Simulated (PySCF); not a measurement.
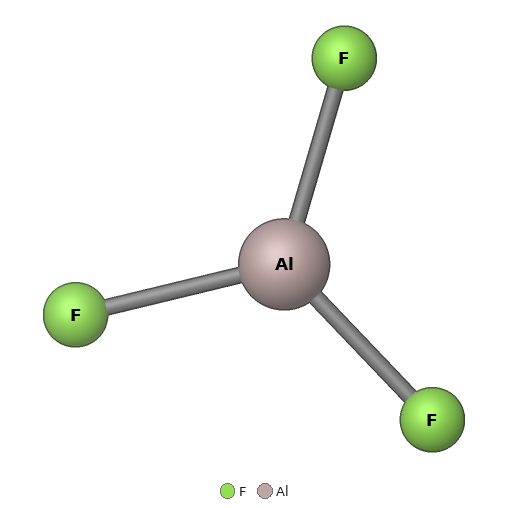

All atoms lie in one plane, which faces the viewer. The computed structure is the end point of a PBE0-D3(BJ)/def2-SVP optimisation. No frequency run is at hand to confirm it as a minimum.

Q: List the symmetry elements and name the point group.

A: It has 1 C3 axis, 3 C2 axes, 1 S3 axis and 4 mirror planes, so the point group is D3h. The group has 12 operations. The geometry is achiral, and symmetry forbids a dipole moment.
